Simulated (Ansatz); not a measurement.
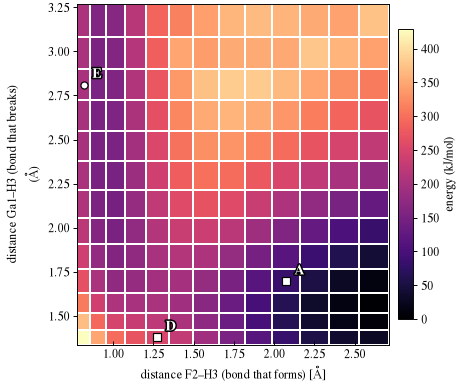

The reacting system CH₄FGa (fragments CH₄FGa where the first distance is long, CH₃Ga + FH where the second is long). 
- The first coordinate is: distance F2–H3 (bond that forms); the second: distance Ga1–H3 (bond that breaks).
- Relaxed at each point: all other coordinates.
- Grid: 13 × 13 points.
- Points are written as (first, second).
- All energies are given in kJ/mol relative to the lowest grid point.
- Energies and slopes of some neighbouring points disagree (a jump in structure or state, or too coarse a mesh). The reference is spin-restricted, so regions where a bond is pulled apart into radicals lie too high.
- These are results of RKS PBE-D4/def2-SVP in Ansatz 0.2.0, not measurements.

In the figure: one coloured cell a grid point, lettered points.

Rank the lettered points by energy, lowest first.

Answer. A (82 kJ/mol), E (199 kJ/mol), D (252 kJ/mol).
